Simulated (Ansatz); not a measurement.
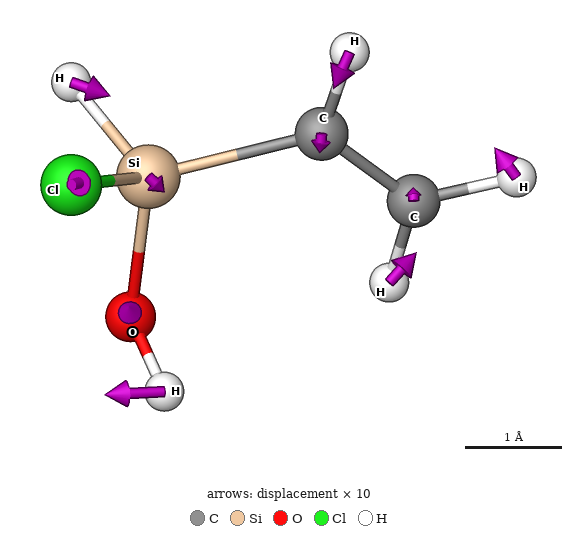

A relaxation of C$_{2}$H$_{5}$ClOSi. The starting structure is drawn; purple arrows show the displacements, 10 times their true length. The two geometries are superimposed by the best rigid fit.

Style: ball-and-stick. Shown at a tilt.

The start comes from PBE-D4/def2-SVP.

These are results of RKS PBE0-D4/def2-TZVP in Ansatz 0.2.0, not measurements. (force threshold 0.005 eV/Å; at most 150 steps)

Which element moves most?

Answer. Hydrogen: up to 0.065 Å, against 0.041 Å for chlorine.

Describe the change and its energy.

Answer. The largest move after the best rigid fit is that of an H atom, 0.065 Å. Largest moves by element: H 0.065 Å, Cl 0.041 Å, O 0.032 Å, Si 0.025 Å, C 0.021 Å. Among the contacts that change: O–Si 1.674 → 1.635 Å, Cl–Si 2.092 → 2.063 Å, C–Si 1.868 → 1.848 Å, H–Si 1.494 → 1.476 Å. Among the angles between lasting bonds that change: Si–O–H 115.5° → 117.9°. Over 7 accepted moves (8 points after the start) the energy falls by 0.071 eV. Largest force component: 0.98 eV/Å at the start, 0.002 eV/Å at the end. The line search rejected the trial step at point 4 of the run. The run took roughly 90 core-seconds on a shared host.
